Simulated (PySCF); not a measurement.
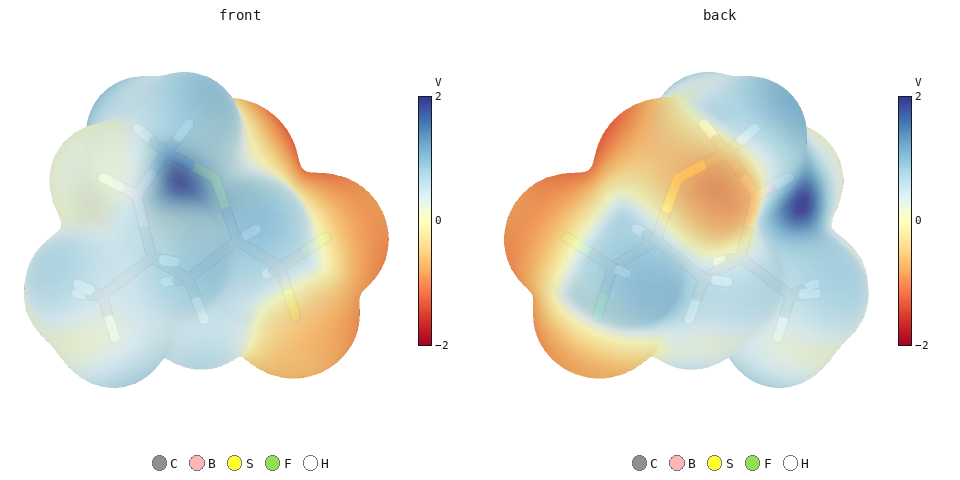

The picture shows: C$_{6}$H$_{11}$BF$_{2}$S. The molecular electrostatic potential painted on the density surface at 0.002 e/bohr³, seen from the front and from behind; red is negative and blue positive.

Geometry: GFN2-xTB.

Computed with PBE0/pcSseg-1, SCF density, gas phase, non-relativistic (PySCF 2.14.0).

```xyz
21

C    -2.3102   -1.1377   -0.0817
C    -1.1454   -0.2392    0.3575
B    -1.3453    1.2835   -0.0040
C    -0.1882    2.2246   -0.4800
S     1.4352    1.4734   -0.8796
C     1.3700    0.0317    0.2481
C     2.6909   -0.7072    0.0909
F     3.7219    0.0163    0.5812
F     2.6834   -1.8628    0.8054
C     0.1826   -0.8598   -0.0974
H    -2.1660   -2.1552    0.2762
H    -3.2507   -0.7615    0.3109
H    -2.3785   -1.1648   -1.1666
H    -1.1449   -0.2519    1.4595
H    -2.3950    1.7772    0.1570
H    -0.4650    2.7693   -1.3840
H    -0.0016    2.9885    0.2815
H     1.2989    0.4045    1.2748
H     2.9192   -0.9594   -0.9553
H     0.3164   -1.8327    0.3836
H     0.1634   -1.0197   -1.1783
```

**Where is the surface potential most negative and most positive?**

The most negative region (about −1.2 V) lies over S5, the most positive (about +1.8 V) over B3.

**What dipole moment does the calculation give?**

Its dipole moment is 3.04 D.
